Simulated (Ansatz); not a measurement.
Input

```
crystal:
  periodic: [false, false, false]
  atoms:
    - {symbol: Si, position_ang: [-0.674989, -0.143441, -0.002293]}
    - {symbol: N, position_ang: [1.219041, -0.013659, -0.364961]}
    - {symbol: O, position_ang: [-1.270032, -1.056867, -1.071054]}
    - {symbol: H, position_ang: [1.349456, 0.358088, -1.300908]}
    - {symbol: O, position_ang: [-0.935276, 1.481714, 0.034103]}
    - {symbol: O, position_ang: [-0.497578, -0.598924, 1.569692]}
    - {symbol: H, position_ang: [1.624491, -0.944156, -0.333072]}
    - {symbol: H, position_ang: [1.703286, 0.582890, 0.300166]}
    - {symbol: H, position_ang: [-1.595158, 1.769372, -0.599326]}
    - {symbol: H, position_ang: [-0.923038, -1.435119, 1.767653]}
basis:
  gaussian: {orbitals: def2-TZVPP}
hamiltonian: {xc: pbe0, dispersion: d4}
output: {orbitals: {seedname: orbitals}}
```

Command:

```sh
ansatz run in.yaml --threads 4 --pin off --events-out ev --progress --plain --max-ram 9574MiB
```

The product side of a reaction path; geometry: PBE0-D4/def2-TZVP.

Theory: RKS PBE0-D4/def2-TZVPP in Ansatz 0.2.0.

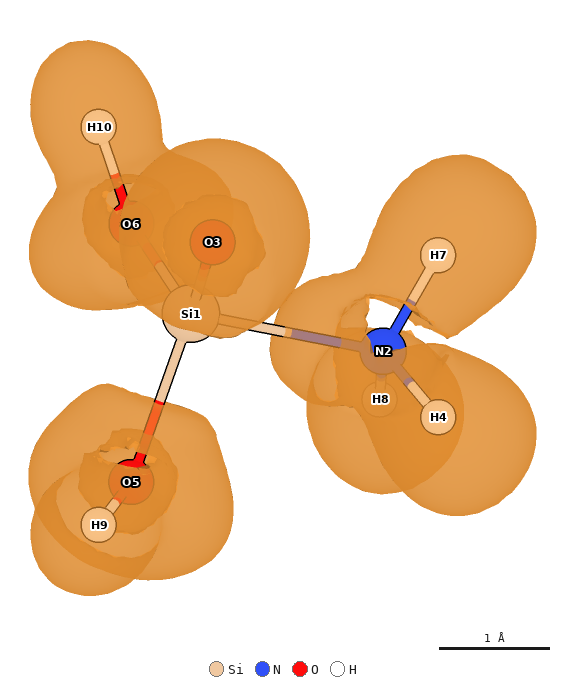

H₅NO₃Si. Isosurface of the ELF at 0.75 (orange), seen at a tilt. Core shells and regions of very low density are left out.

**Where are the electrons localised?**

The ELF exceeds this value in one region wrapped around O (its lone pairs, merged into a ring or cap), one joined region spread over several atoms (H, N), in which their bonds and any lone pairs are merged and two joined regions spread over several atoms (H, O), in which their bonds and any lone pairs are merged.

Values along the shortest contacts:
Si–O (1.53 Å): the ELF peaks at about 0.80 between the atoms; a polar covalent bond. Si–N (1.93 Å): the ELF peaks at about 0.95 between the atoms (a polar covalent bond).
